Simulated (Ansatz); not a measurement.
The figure comes from a scan of FeO (rock salt): the crystal slips on the {110} plane by s times a lattice vector of 4.31 Å, no atom relaxing, γ being the energy change per area. Calculation: PBE (plane waves to 420 eV, PAW, scalar-relativistic; Ansatz, an electronic-structure program). k mesh 13×13×13 (Γ-centred), Fermi-Dirac smearing 0.05 eV. E is the zero-smearing estimate. The magnetic moment jumps within the scan, so the points may not all belong to one state, and nothing is fitted. With partly filled bands, the k mesh leaves noise in γ, roughly 0.02 J/m² as judged from a few cases. Faults lie only 4.6 Å apart, and holding the cell height and the atoms raises γ above its relaxed value. FeO is run spin-polarised and with no Hubbard U; the real compound is an antiferromagnetic insulator, a state that this run doesn't describe. FeO was relaxed with its symmetry unable to fall. Relaxed FeO ends ferromagnetic. The magnetic order is the one the run started from; other orders were not tried. The zero of γ is zero shift.

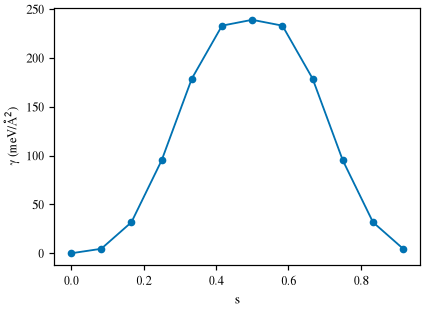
*γ (meV/Å²) against s; computed points joined by lines.*

Q: Read the plotted values off the figure, to the accuracy that the plot allows.

A: To the nearest 5:

```
s      γ (meV/Å²)
-----  ----------
0.000           0
0.083           5
0.167          30
0.250          95
0.333         180
0.417         235
0.500         240
0.583         235
0.667         180
0.750          95
0.833          30
0.917           5
```

(The slope of γ gives the shear force per area between the displaced halves; near zero shift its curvature is an elastic stiffness.)
